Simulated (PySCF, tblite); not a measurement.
# C4H11Si3 radical: geometry, infrared bands and EPR parameters

Aim: predict the infrared bands and EPR parameters of C4H11Si3 radical (`[CH2]C#C[SiH2]C([SiH3])[SiH3]`).

The runs use tblite 0.8.0 and PySCF 2.14.0, with density-fitted response routines of our own; the level of theory stands in each step. All values are computed, except where a source is named. Atoms are numbered from 0 throughout.

## Step 1: The starting structure

18 atoms, charge 0, multiplicity 2; geometry from: force field or distance geometry start.

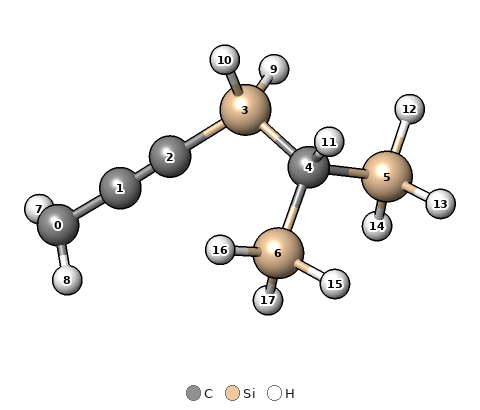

The starting geometry (carbon grey, silicon light orange, hydrogen white), atoms numbered; sticks join atoms by distance.

## Step 2: Geometry optimisation with GFN2-xTB

What the job is given:

```
{"job": {"kind": "relax", "xc": "GFN2-xTB", "basis": "xTB"}, "charge": 0, "multiplicity": 2}
C      4.033600     0.512300     0.225100
C      2.672500     0.027100     0.528900
C      1.573800    -0.376400     0.810700
Si    -0.086600    -0.975800     1.218300
C     -1.353500    -0.029900     0.324700
Si    -2.214700    -1.060700    -1.010800
Si    -0.818500     1.584700    -0.405300
H      4.746000    -0.303000     0.038800
H      3.968600     1.255300    -0.577100
H     -0.209600    -2.419500     0.966300
H     -0.296100    -0.807700     2.667300
H     -2.176000     0.196100     1.062400
H     -2.605500    -2.338900    -0.443300
H     -3.468700    -0.332600    -1.299800
H     -1.458100    -1.117400    -2.247500
H     -2.071400     2.273800    -0.821900
H     -0.215200     2.470200     0.593500
H     -0.029400     1.448700    -1.641900
```

Command:

```sh
> OMP_NUM_THREADS=1 python probes_run.py task.json out
```

This one command runs all jobs of the session in turn.

**Question.** This job is followed by: GFN2-xTB harmonic vibrations, gas phase; UKS B3LYP, pcH-1 on C H Si, non-relativistic, mean-field spin-orbit, GIAO. What will the session give for the following? strongest single infrared mode (GFN2-xTB); zero-point energy (GFN2-xTB); g(iso) (B3LYP); ⟨S²⟩; largest a(iso) (averaged by class); surface potential, least and greatest.

The runs gave:

| quantity | value |
| --- | --- |
| strongest single infrared mode (GFN2-xTB) | 2235 cm⁻¹, 582 km/mol |
| zero-point energy (GFN2-xTB) | 70.8 kcal/mol |
| g(iso) (B3LYP) | 2.00274 |
| ⟨S²⟩ | 0.770 (exact 0.75) |
| largest a(iso) (averaged by class) | 13C on C1, -60.4 MHz |
| surface potential, least and greatest | -0.56 V and 1.11 V |

**Reading.** The optimisation took 191 steps and gained 0.911 eV; among the close pairs (by a distance rule), C0–C1 changed most, from 1.477 to 1.344 Å. All 48 modes are real, so the xTB geometry is a minimum. The strongest single mode, at 2235 cm⁻¹, moves mainly H15 and H13. Unscaled tight-binding wavenumbers are off by several per cent, some by more. Its intensities can rank the bands wrongly. The largest spin populations lie on C0 (0.75 e), C2 (0.58 e). The isotropic g lies 0.4 ppt above the free-electron value.
